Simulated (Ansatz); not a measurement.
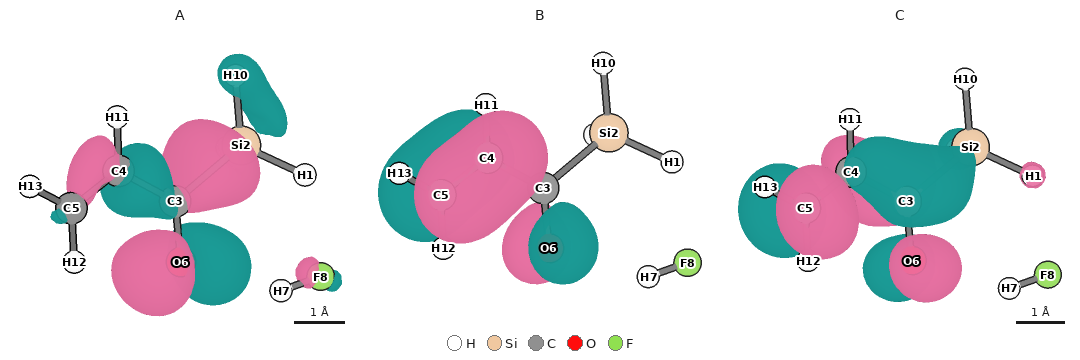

*C3H6OSi···HF. Three frontier orbitals at ±0.1 Å⁻³ᐟ² (teal and pink are the two phases), in no order.*

Not at a stationary point (largest force 1.6 eV/Å).

Theory: Ansatz 0.2.0, RKS PBE/6-31G*.

```yaml
atoms:
  - { symbol: H, position_ang: [0.3350, -2.2122, 1.2512] }
  - { symbol: Si, position_ang: [0.2531, -1.7195, -0.1082] }
  - { symbol: C, position_ang: [-0.1011, 0.1989, 0.0037] }
  - { symbol: C, position_ang: [0.5996, 1.1453, -0.9100] }
  - { symbol: C, position_ang: [0.3573, 2.4717, -0.8739] }
  - { symbol: O, position_ang: [-0.9303, 0.6013, 0.8355] }
  - { symbol: H, position_ang: [-1.4914, -1.0263, 2.2988] }
  - { symbol: F, position_ang: [-1.4118, -1.9158, 2.5384] }
  - { symbol: H, position_ang: [-0.9247, -2.3251, -0.8085] }
  - { symbol: H, position_ang: [1.4925, -1.9825, -0.9194] }
  - { symbol: H, position_ang: [1.3261, 0.7146, -1.6084] }
  - { symbol: H, position_ang: [-0.3737, 2.8733, -0.1631] }
  - { symbol: H, position_ang: [0.8694, 3.1763, -1.5361] }
```

Which picture is the HOMO−1, the HOMO and the LUMO?

B is the HOMO−1 (−7.14 eV). It lies mainly on C5 (about 35 %), C4 (about 35 %) and O6 (about 15 %); π-bonding across C5–C4. A is the HOMO (−5.65 eV). It lies mainly on O6 (about 55 %), C3 (about 15 %), Si2 (about 15 %) and C4 (about 10 %). C is the LUMO (−3.22 eV). It lies mainly on C3 (about 25 %), C5 (about 25 %), O6 (about 25 %) and C4 (about 10 %).

What is the HOMO–LUMO gap?

2.43 eV between the orbital energies.
